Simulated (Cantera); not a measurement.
Input: 1 mol CHF3, equilibrated at 7.50 Torr.

These are equilibrium values from Cantera (NASA tables, ideal gas, pure condensed phases), not measurements of a reactor. Candidate condensed phases: C, C6H6, C7H8, C8H18; 95 gas species. Gases not in the tables: C2F6 and larger saturated fluorocarbons. The numbers say what is thermodynamically allowed, not how fast it happens.

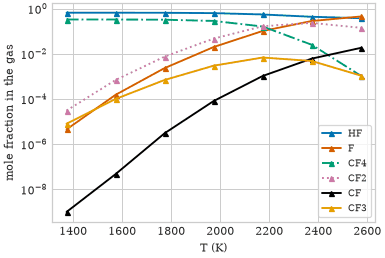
Figure: Equilibrium gas composition (values under 1e-9 drawn at 1e-9)

From 1373 K to 2573 K the condensed part is C(graphite). The main C-bearing gas is CF4 at 1373 K and CF2 at 2573 K. The share of C in condensed phases is highest at 2573 K (57.2 %) and lowest at 2373 K (38.0 %).
